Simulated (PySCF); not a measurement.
## Run report: C2H6ClSi4, EPR calculation

- system: C2H6ClSi4, multiplicity 2
- method: UKS B3LYP, pcH-1 on C Cl H Si, non-relativistic, mean-field spin-orbit, GIAO (PySCF 2.14.0)

It belongs to a series of runs on one base structure; here: H removed from Si.

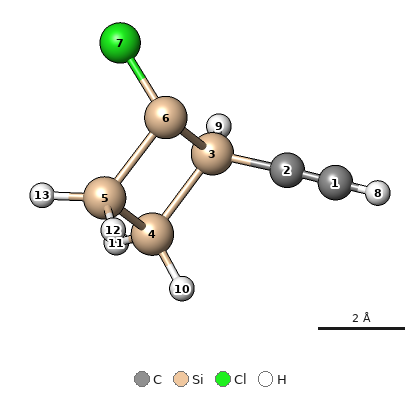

Figure 1. The input geometry (ball-and-stick view, seen at a tilt; atoms are numbered from 1 in the order of the input).

**Key numbers**

```json
{"quantity": "outcome", "value": "converged"}
{"quantity": "total energy", "value": "−1697.993199 hartree"}
{"quantity": "⟨S²⟩", "value": "0.753"}
{"quantity": "isotropic g", "value": "2.0077"}
{"quantity": "hardware", "value": "1 CPU thread, shared host"}
{"quantity": "wall time", "value": "1.7 min"}
{"quantity": "peak memory", "value": "1 GiB"}
```

**Input file**
```
{"job": {"kind": "epr", "basis": "pcH-1"}, "charge": 0, "multiplicity": 2}
C      3.301330    -1.074015    -0.335014
C      2.357981    -0.327496    -0.361382
Si     0.874784     0.776911    -0.428552
Si    -1.062710    -0.361596    -1.146509
Si    -2.063383    -0.257942     0.969314
Si    -0.108759     0.839853     1.742599
Cl    -0.524613     2.797935     2.351615
H      4.132830    -1.719014    -0.309014
H      1.367458     1.906126    -1.240036
H     -0.828410    -1.700299    -1.691376
H     -1.789738     0.347206    -2.205873
H     -2.249022    -1.553185     1.638735
H     -3.412135     0.326001     0.997766
```

The first line tells a small driver script what to run in PySCF; the rest is the geometry in Å.

Launch command:
```bash
OMP_NUM_THREADS=1 python <driver script> task.json out
```

**What the program printed**
```
UKS, coarse grid
  cycle   1  E = -1697.92645327  |g| = 3.83e-01
  cycle   2  E = -1697.87474426  |g| = 4.57e-01
  cycle   3  E = -1697.99042463  |g| = 7.03e-02
  cycle   4  E = -1697.99272281  |g| = 2.72e-02
  cycle   5  E = -1697.99307633  |g| = 1.31e-02
  cycle   6  E = -1697.99314899  |g| = 7.17e-03
  cycle   7  E = -1697.99317904  |g| = 9.52e-04
  cycle   8  E = -1697.99317777  |g| = 5.16e-04
UKS, final grid
  cycle   1  E = -1697.99319893  |g| = 5.43e-04
  cycle   2  E = -1697.99319884  |g| = 6.95e-04
  cycle   3  E = -1697.99319914  |g| = 1.43e-04
  cycle   4  E = -1697.99319915  |g| = 3.77e-05
  cycle   5  E = -1697.99319915  |g| = 2.08e-05
E = -1697.99319915 Eh   <S^2> = 0.7530 (exact 0.7500)
g shifts (ppm)      1          2          3
  rmc          -162       -162       -162
  gc              2         56         56
  oz_so        1163       6349       9108
  total        1003       6243       9002
hyperfine (MHz)  atom isotope    a_iso     a_fc   dipolar eigenvalues
    0   13C      -0.38      -0.38     -0.93      0.08      0.85
    1   13C       1.49       1.49     -0.69     -0.27      0.96
    2  29Si     -34.93     -34.99    -22.75     11.30     11.45
    3  29Si     -74.10     -74.12     -7.39      2.63      4.76
    4  29Si     -43.86     -43.88    -21.79     10.37     11.42
    5  29Si    -419.23    -419.57   -146.11     72.91     73.20
    6  35Cl       7.01       6.52    -19.29    -17.51     36.80
    7    1H      -0.26      -0.26     -0.60     -0.39      0.99
    8    1H      12.89      12.89     -2.31     -0.33      2.65
    9    1H      49.44      49.44     -1.23     -0.16      1.39
   10    1H       6.48       6.47     -1.05     -0.39      1.44
   11    1H       1.47       1.46     -2.05     -1.50      3.54
   12    1H      20.20      20.19     -2.34     -0.37      2.71
```

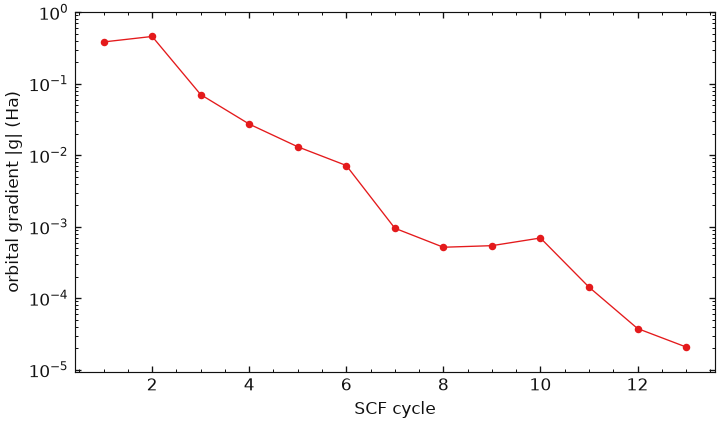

Figure 2. Convergence of the self-consistent field: orbital gradient |g| against the SCF cycle. All cycles printed in the log are drawn one after another.

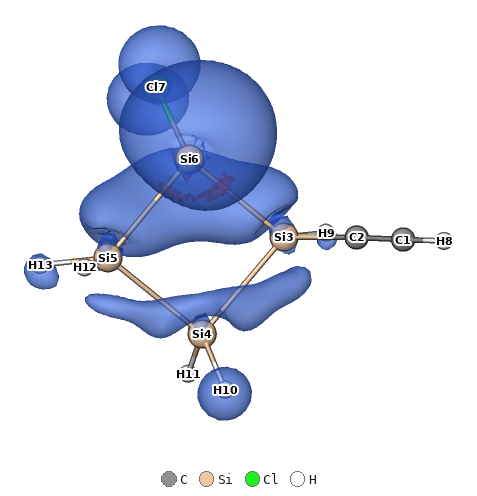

Figure 3. Isosurfaces of the spin density (α minus β) at +0.01 (blue) and −0.01 e/Å³ (red), seen at a tilt. The unpaired spin (1 electron) lies mostly on Si6 (about 0.6), Cl7 (about 0.1), Si3 (about 0.1) and Si5 (about 0.1), in electrons by Hirshfeld's partition.

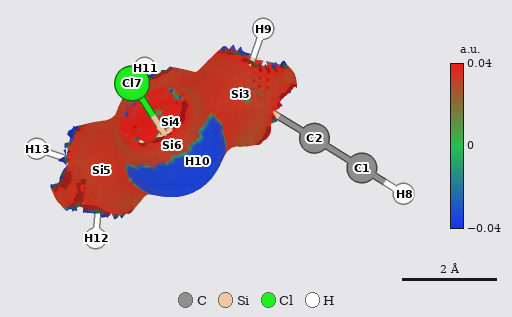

Figure 4. Non-covalent interaction (NCI) plot: the surface where the reduced density gradient is 0.6, for densities under 0.05 a.u., coloured by sign(λ₂)ρ; seen from the side.
